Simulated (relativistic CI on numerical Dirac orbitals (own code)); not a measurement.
## Run report: Re³⁺, relativistic CI calculation

- system: Re³⁺.
- method: Dirac-Coulomb-Breit CI, KLI orbitals optimised for each configuration, model QED (radiative potential, 1s self-energy scaled to tabulated hydrogen-like ionisation energies), one configuration in a parametric crystal field (relativistic CI on numerical Dirac orbitals, in-house)

## The input
```
atom Re  Z=75  charge=3  electrons=72
nucleus A=187  rms_radius_fm=5.3698
hamiltonian dirac-coulomb  breit=on  qed=on  c_scale=1
orbitals kli  potential=per-configuration
slater_scale 1
correlation none
mixing on
configurations
  [Xe] 4f14 5d4
end
crystal_field Oh 10Dq=23850
```

The program writes its results to a structured record and prints no log; tables and figures of this report are taken from that record.

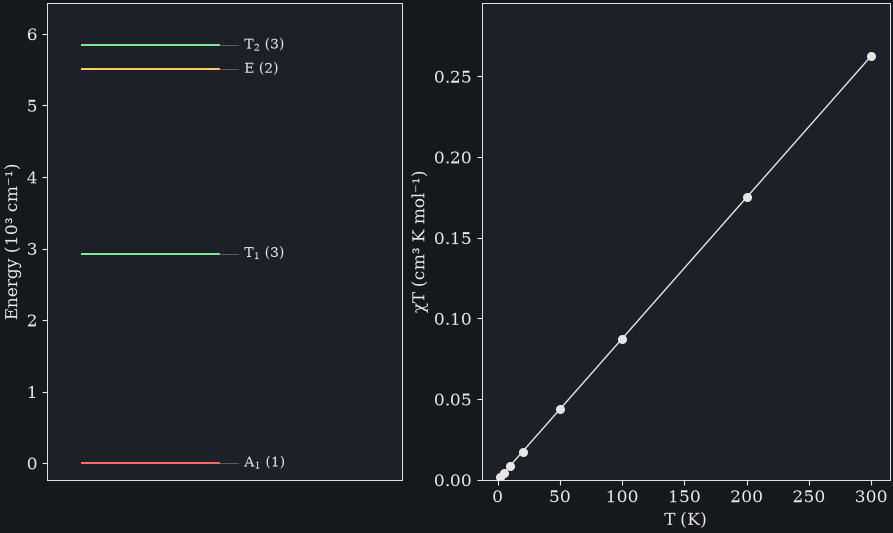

Re³⁺ (5d⁴) in a field of Oh symmetry with 10Dq = 23,850 cm⁻¹. Labels give the double-group representation and, in brackets, the degeneracy; the lowest 4 of 91 levels are drawn. One open-shell configuration in a parametric field without covalency; powder susceptibility by Van Vleck's formula. The ground level is A₁, a singlet, with total spin S = 1.19 (from expectation values). The next level lies at 2,930 cm⁻¹ (T₁). The field lowers the ground state by 17,600 cm⁻¹ against the free ion. χT is close to 0 cm³ K mol⁻¹ at 2 K, 0.0438 at 50 K and 0.263 at 300 K, an effective moment of 1.45 μB at room temperature.

## Results in brief

- outcome: converged
- levels computed: 91
- hardware: 1 CPU thread, shared host
